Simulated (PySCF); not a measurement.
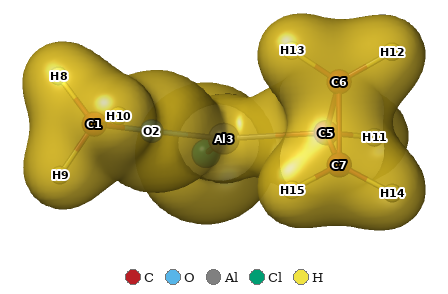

Figure. C₄H₈AlClO (SMILES C[O][Al]([Cl])[CH]1CC1). Isosurface of the electron density at 0.2 e/Å³ (yellow), seen from one side.

Geometry: GFN2-xTB.

Method: PBE0/pcSseg-1, SCF density, gas phase, non-relativistic in PySCF 2.14.0.

```xyz
15

C     2.6512   -0.2526    0.4386
O     1.6258   -0.0526   -0.4906
Al    0.3401    0.1775   -1.4987
Cl    0.6344    0.4291   -3.4935
C    -1.4597    0.1937   -0.6635
C    -1.7300   -0.6954    0.5320
C    -1.6256    0.7727    0.7255
H     3.2203   -1.1480    0.1782
H     3.3248    0.6073    0.4399
H     2.2322   -0.3771    1.4403
H    -2.3210    0.3396   -1.3123
H    -2.7018   -1.1623    0.6074
H    -0.9235   -1.3104    0.9060
H    -2.5235    1.3350    0.9385
H    -0.7478    1.1515    1.2302
```

**What does this surface tell about the bonding?**

At this value the surface is in one piece. It bridges the sampled C–O (1.40 Å), C–C (1.48 Å), Al–O (1.65 Å) and C–Al (1.98 Å) contacts, where the density stays above the isovalue. On the grid the lowest density along these lines, outside the cores, is 1.7 e/Å³ (C–O, 1.40 Å), 1.6 e/Å³ (C–C, 1.48 Å), 0.73 e/Å³ (Al–O, 1.65 Å) and 0.6 e/Å³ (C–Al, 1.98 Å).
